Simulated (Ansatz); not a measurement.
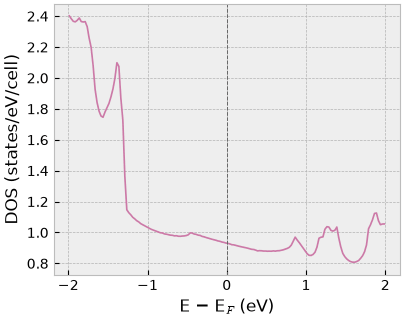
*Density of states of Be₄B (P4/nmm) near the Fermi level, PBEsol, rigid bands run with Ansatz (an electronic-structure program).*

Task: With 10 atoms a cell, what bare Sommerfeld coefficient γ = (π²/3) k_B² N(E_F) follows?

Result: N(E_F) ≈ 0.93 states/eV a cell at 300 K, so γ ≈ 0.22 mJ/(mol of atoms·K²), before electron-phonon enhancement.

Task: How far does the Fermi level move in a rigid band for 0.1 electron a cell added or removed?

Result: 108 meV and -107 meV.

A metal at this level (no band gap); rigid bands, thermally averaged at 300 K, both spins. Spin-orbit coupling is left out. Geometry: cell and atoms relaxed with PBEsol.

Formula and space group known from diffraction (Crystallography Open Database), not checked to be the room-temperature form: Be4B (P4/nmm).
